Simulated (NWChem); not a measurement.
## SiHCl$_{2}$O: energy and gradient calculation (part 2 of 3)

The same run, continued: SiHCl$_{2}$O, multiplicity 2, SMILES O[Si](Cl)Cl; HF/3-21G, UHF (NWChem 7.3.0). The geometry comes from this level: GFN2-xTB.

Geometry of the input (Å):
```
O  -0.1001  1.1619  -0.1108
Si -0.4148  -0.3577  0.3719
Cl 1.3527  -1.3286  0.6819
Cl -1.4775  -1.1582  -1.1399
H  0.6396  1.6825  0.1968
```

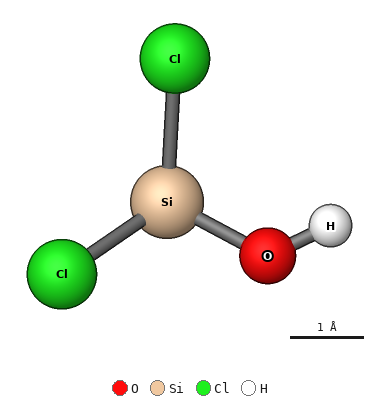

Figure 1. The input geometry (ball-and-stick view, seen on its broad side).

### What the program printed, continued
```
 Vector   20  Occ=1.000000D+00  E=-7.990480D-01
              MO Center= -1.2D-01,  6.5D-01, -2.7D-02, r^2= 2.3D+00
   Bfn.  Coefficient  Atom+Function         Bfn.  Coefficient  Atom+Function
  ----- ------------  ---------------      ----- ------------  ---------------
    15     -0.300002  2 Si s                  8      0.290518  1 O  py
     4      0.284027  1 O  py                 3      0.202837  1 O  px
     7      0.200649  1 O  px                11      0.200731  2 Si s
    49      0.201545  5 H  s                 19     -0.174471  2 Si s
    45      0.163997  4 Cl s

 Vector   21  Occ=1.000000D+00  E=-6.707856D-01
              MO Center=  1.7D-01, -3.6D-01,  2.1D-01, r^2= 3.7D+00
   Bfn.  Coefficient  Atom+Function         Bfn.  Coefficient  Atom+Function
  ----- ------------  ---------------      ----- ------------  ---------------
    15      0.267375  2 Si s                 29     -0.260831  3 Cl px
     7      0.228401  1 O  px                32     -0.220259  3 Cl s
     6     -0.215747  1 O  s                  3      0.205870  1 O  px
    19      0.190930  2 Si s                 11     -0.169115  2 Si s
    17     -0.168312  2 Si py                28     -0.155977  3 Cl s

 Vector   22  Occ=1.000000D+00  E=-6.061839D-01
              MO Center= -3.6D-01,  2.9D-01, -2.7D-01, r^2= 2.8D+00
   Bfn.  Coefficient  Atom+Function         Bfn.  Coefficient  Atom+Function
  ----- ------------  ---------------      ----- ------------  ---------------
     9      0.429262  1 O  pz                 5      0.371245  1 O  pz
    42     -0.192068  4 Cl px                18      0.187530  2 Si pz
    45      0.187449  4 Cl s                 44     -0.150864  4 Cl pz

 Vector   23  Occ=1.000000D+00  E=-5.991339D-01
              MO Center= -3.4D-01,  9.0D-02, -1.3D-01, r^2= 3.2D+00
   Bfn.  Coefficient  Atom+Function         Bfn.  Coefficient  Atom+Function
  ----- ------------  ---------------      ----- ------------  ---------------
     8     -0.281118  1 O  py                 7      0.271674  1 O  px
    44     -0.251914  4 Cl pz                 4     -0.244843  1 O  py
    16      0.234600  2 Si px                 3      0.230085  1 O  px
    48     -0.173673  4 Cl pz                30      0.172042  3 Cl py

 Vector   24  Occ=1.000000D+00  E=-5.453392D-01
              MO Center=  1.7D-01, -5.0D-01, -8.3D-02, r^2= 4.3D+00
   Bfn.  Coefficient  Atom+Function         Bfn.  Coefficient  Atom+Function
  ----- ------------  ---------------      ----- ------------  ---------------
    29      0.361052  3 Cl px                33      0.307695  3 Cl px
    44      0.228309  4 Cl pz                 7      0.215814  1 O  px
    48      0.205130  4 Cl pz                 9      0.196366  1 O  pz
    43      0.177657  4 Cl py                 3      0.170729  1 O  px
    25     -0.168031  3 Cl px                 6     -0.165089  1 O  s

 Vector   25  Occ=1.000000D+00  E=-5.215408D-01
              MO Center=  7.2D-02, -7.9D-01, -7.2D-02, r^2= 4.1D+00
   Bfn.  Coefficient  Atom+Function         Bfn.  Coefficient  Atom+Function
  ----- ------------  ---------------      ----- ------------  ---------------
    31      0.368863  3 Cl pz                35      0.314892  3 Cl pz
    42     -0.280714  4 Cl px                46     -0.238960  4 Cl px
     9     -0.237117  1 O  pz                 5     -0.183158  1 O  pz
    27     -0.170471  3 Cl pz                43      0.155987  4 Cl py
    47      0.150836  4 Cl py

 Vector   26  Occ=1.000000D+00  E=-5.008008D-01
              MO Center=  5.2D-02, -8.7D-01, -9.1D-02, r^2= 4.2D+00
   Bfn.  Coefficient  Atom+Function         Bfn.  Coefficient  Atom+Function
  ----- ------------  ---------------      ----- ------------  ---------------
    30      0.401414  3 Cl py                34      0.337687  3 Cl py
    43      0.332686  4 Cl py                47      0.268371  4 Cl py
     8      0.238687  1 O  py                26     -0.184118  3 Cl py
     4      0.171137  1 O  py                39     -0.152400  4 Cl py

 Vector   27  Occ=1.000000D+00  E=-4.927251D-01
              MO Center= -2.8D-01, -1.2D+00, -3.3D-01, r^2= 4.1D+00
   Bfn.  Coefficient  Atom+Function         Bfn.  Coefficient  Atom+Function
  ----- ------------  ---------------      ----- ------------  ---------------
    31      0.296404  3 Cl pz                42      0.279900  4 Cl px
    43      0.275590  4 Cl py                35      0.251873  3 Cl pz
    30     -0.244432  3 Cl py                46      0.242976  4 Cl px
    47      0.241233  4 Cl py                44     -0.236735  4 Cl pz
    34     -0.222244  3 Cl py                48     -0.190677  4 Cl pz

 Vector   28  Occ=1.000000D+00  E=-4.795253D-01
              MO Center= -2.8D-01, -1.2D+00, -3.5D-01, r^2= 4.1D+00
   Bfn.  Coefficient  Atom+Function         Bfn.  Coefficient  Atom+Function
  ----- ------------  ---------------      ----- ------------  ---------------
    42      0.347836  4 Cl px                43     -0.309783  4 Cl py
    46      0.302424  4 Cl px                31      0.275811  3 Cl pz
    47     -0.249057  4 Cl py                35      0.235828  3 Cl pz
    30      0.223304  3 Cl py                29      0.200804  3 Cl px
    33      0.192328  3 Cl px                34      0.173637  3 Cl py

 Vector   29  Occ=1.000000D+00  E=-3.706889D-01
              MO Center= -4.7D-01, -5.7D-01,  4.5D-01, r^2= 3.4D+00
   Bfn.  Coefficient  Atom+Function         Bfn.  Coefficient  Atom+Function
  ----- ------------  ---------------      ----- ------------  ---------------
    19      0.722445  2 Si s                 18      0.333465  2 Si pz
    48     -0.334775  4 Cl pz                33      0.304846  3 Cl px
    44     -0.278525  4 Cl pz                29      0.237289  3 Cl px
     9     -0.224455  1 O  pz                16     -0.201917  2 Si px
    22      0.191098  2 Si pz                32     -0.190554  3 Cl s

 Vector   30  Occ=0.000000D+00  E= 1.292742D-01
              MO Center= -4.3D-01, -4.8D-01,  5.4D-01, r^2= 4.0D+00
   Bfn.  Coefficient  Atom+Function         Bfn.  Coefficient  Atom+Function
  ----- ------------  ---------------      ----- ------------  ---------------
    21      1.150867  2 Si py                45      0.880125  4 Cl s
    22      0.704738  2 Si pz                19     -0.558982  2 Si s
    48      0.497221  4 Cl pz                46      0.401979  4 Cl px
     6     -0.362447  1 O  s                 20      0.336547  2 Si px
    17      0.308164  2 Si py                33     -0.302409  3 Cl px

 Vector   31  Occ=0.000000D+00  E= 1.519722D-01
              MO Center= -4.2D-01, -2.7D-01,  5.4D-01, r^2= 4.1D+00
   Bfn.  Coefficient  Atom+Function         Bfn.  Coefficient  Atom+Function
  ----- ------------  ---------------      ----- ------------  ---------------
    20      1.379864  2 Si px                32     -0.977073  3 Cl s
    33      0.578926  3 Cl px                22      0.503217  2 Si pz
    45      0.478702  4 Cl s                 19      0.454295  2 Si s
    34     -0.417157  3 Cl py                16      0.343216  2 Si px
    21     -0.341778  2 Si py                47      0.294448  4 Cl py

 Vector   32  Occ=0.000000D+00  E= 1.911417D-01
              MO Center=  2.8D-02,  2.3D-01, -9.0D-02, r^2= 3.9D+00
   Bfn.  Coefficient  Atom+Function         Bfn.  Coefficient  Atom+Function
  ----- ------------  ---------------      ----- ------------  ---------------
     6      0.918782  1 O  s                 19     -0.797041  2 Si s
    22      0.679626  2 Si pz                50     -0.496019  5 H  s
    21     -0.393021  2 Si py                45      0.331814  4 Cl s
    46      0.285559  4 Cl px                47      0.269768  4 Cl py
    15     -0.242815  2 Si s                 18      0.240521  2 Si pz

 Vector   33  Occ=0.000000D+00  E= 2.937647D-01
              MO Center=  3.3D-01,  9.0D-01,  3.7D-01, r^2= 4.1D+00
   Bfn.  Coefficient  Atom+Function         Bfn.  Coefficient  Atom+Function
  ----- ------------  ---------------      ----- ------------  ---------------
    50      1.343707  5 H  s                 21     -0.809225  2 Si py
    22      0.541591  2 Si pz                 8     -0.497330  1 O  py
     7     -0.471530  1 O  px                15     -0.436793  2 Si s
     6     -0.248263  1 O  s                 47      0.218258  4 Cl py
    19     -0.201974  2 Si s                  4     -0.185952  1 O  py

 Vector   34  Occ=0.000000D+00  E= 3.817700D-01
              MO Center= -7.4D-01, -4.9D-01,  5.9D-01, r^2= 3.7D+00
   Bfn.  Coefficient  Atom+Function         Bfn.  Coefficient  Atom+Function
  ----- ------------  ---------------      ----- ------------  ---------------
    19      2.428640  2 Si s                 15     -1.634152  2 Si s
    45     -0.484649  4 Cl s                 50     -0.406741  5 H  s
    16      0.382795  2 Si px                18     -0.345420  2 Si pz
    32     -0.342509  3 Cl s                 33      0.241217  3 Cl px
    21     -0.227343  2 Si py                17      0.221682  2 Si py

 Vector   35  Occ=0.000000D+00  E= 4.314074D-01
              MO Center= -2.5D-01, -4.1D-01,  9.1D-02, r^2= 3.7D+00
   Bfn.  Coefficient  Atom+Function         Bfn.  Coefficient  Atom+Function
  ----- ------------  ---------------      ----- ------------  ---------------
    22      1.207936  2 Si pz                18     -1.023454  2 Si pz
    19     -0.850654  2 Si s                 20     -0.608159  2 Si px
    15      0.589894  2 Si s                 21      0.557348  2 Si py
    17     -0.531378  2 Si py                16      0.499592  2 Si px
    45      0.389227  4 Cl s                 32      0.309547  3 Cl s

 Vector   36  Occ=0.000000D+00  E= 4.551629D-01
              MO Center= -3.8D-01, -2.0D-01,  4.7D-01, r^2= 3.7D+00
   Bfn.  Coefficient  Atom+Function         Bfn.  Coefficient  Atom+Function
  ----- ------------  ---------------      ----- ------------  ---------------
    20      1.352783  2 Si px                16     -1.186310  2 Si px
    18     -0.691538  2 Si pz                50     -0.603867  5 H  s
    22      0.591792  2 Si pz                19      0.504168  2 Si s
    32     -0.482335  3 Cl s                 45      0.320623  4 Cl s
    12      0.292179  2 Si px                15     -0.205350  2 Si s

 Vector   37  Occ=0.000000D+00  E= 5.692862D-01
              MO Center= -3.8D-01,  4.1D-03,  2.9D-01, r^2= 2.7D+00
   Bfn.  Coefficient  Atom+Function         Bfn.  Coefficient  Atom+Function
  ----- ------------  ---------------      ----- ------------  ---------------
    17      1.412515  2 Si py                21     -1.086367  2 Si py
    15      0.732349  2 Si s                 19     -0.513848  2 Si s
     8      0.440532  1 O  py                18     -0.385389  2 Si pz
    13     -0.333932  2 Si py                22      0.308987  2 Si pz
    16      0.274772  2 Si px                20     -0.212494  2 Si px

 Vector   38  Occ=0.000000D+00  E= 7.439926D-01
              MO Center=  1.1D+00, -1.5D+00,  1.8D-01, r^2= 5.0D+00
   Bfn.  Coefficient  Atom+Function         Bfn.  Coefficient  Atom+Function
  ----- ------------  ---------------      ----- ------------  ---------------
    32     -1.311217  3 Cl s                 28      1.223554  3 Cl s
    45      0.853530  4 Cl s                 41     -0.739367  4 Cl s
    29      0.641207  3 Cl px                33     -0.556135  3 Cl px
    44      0.327704  4 Cl pz                20      0.281517  2 Si px
    24     -0.271458  3 Cl s                 43      0.267118  4 Cl py

 Vector   39  Occ=0.000000D+00  E= 7.527268D-01
              MO Center= -9.4D-01, -1.2D+00, -6.9D-01, r^2= 5.6D+00
   Bfn.  Coefficient  Atom+Function         Bfn.  Coefficient  Atom+Function
  ----- ------------  ---------------      ----- ------------  ---------------
    41      0.907847  4 Cl s                 45     -0.869620  4 Cl s
    42     -0.723585  4 Cl px                46      0.709183  4 Cl px
    31      0.580506  3 Cl pz                35     -0.565895  3 Cl pz
    44     -0.365276  4 Cl pz                48      0.340870  4 Cl pz
    33     -0.320846  3 Cl px                29      0.292148  3 Cl px

                     UHF Final Beta Molecular Orbital Analysis
                     -----------------------------------------

 Vector   17  Occ=1.000000D+00  E=-1.383404D+00
              MO Center= -4.5D-04,  1.1D+00, -1.6D-02, r^2= 5.8D-01
   Bfn.  Coefficient  Atom+Function         Bfn.  Coefficient  Atom+Function
  ----- ------------  ---------------      ----- ------------  ---------------
     6      0.731340  1 O  s                  1     -0.231232  1 O  s
     2      0.210397  1 O  s

 Vector   18  Occ=1.000000D+00  E=-1.147181D+00
              MO Center= -4.7D-03, -1.1D+00, -8.9D-02, r^2= 3.0D+00
   Bfn.  Coefficient  Atom+Function         Bfn.  Coefficient  Atom+Function
  ----- ------------  ---------------      ----- ------------  ---------------
    28      0.385341  3 Cl s                 32      0.379985  3 Cl s
    41      0.355459  4 Cl s                 45      0.350430  4 Cl s
    24     -0.318599  3 Cl s                 37     -0.293458  4 Cl s
    15      0.157425  2 Si s

 Vector   19  Occ=1.000000D+00  E=-1.117369D+00
              MO Center= -1.8D-01, -1.1D+00, -2.2D-01, r^2= 3.2D+00
   Bfn.  Coefficient  Atom+Function         Bfn.  Coefficient  Atom+Function
  ----- ------------  ---------------      ----- ------------  ---------------
    41     -0.408586  4 Cl s                 45     -0.402190  4 Cl s
    28      0.380685  3 Cl s                 32      0.382365  3 Cl s
    37      0.335879  4 Cl s                 24     -0.314657  3 Cl s

 Vector   20  Occ=1.000000D+00  E=-7.814745D-01
              MO Center= -8.0D-02,  8.0D-01, -8.0D-02, r^2= 1.9D+00
   Bfn.  Coefficient  Atom+Function         Bfn.  Coefficient  Atom+Function
  ----- ------------  ---------------      ----- ------------  ---------------
     8      0.312691  1 O  py                 4      0.300378  1 O  py
    15     -0.244390  2 Si s                 49      0.217651  5 H  s
     7      0.211970  1 O  px                 3      0.208342  1 O  px
    11      0.166006  2 Si s
```
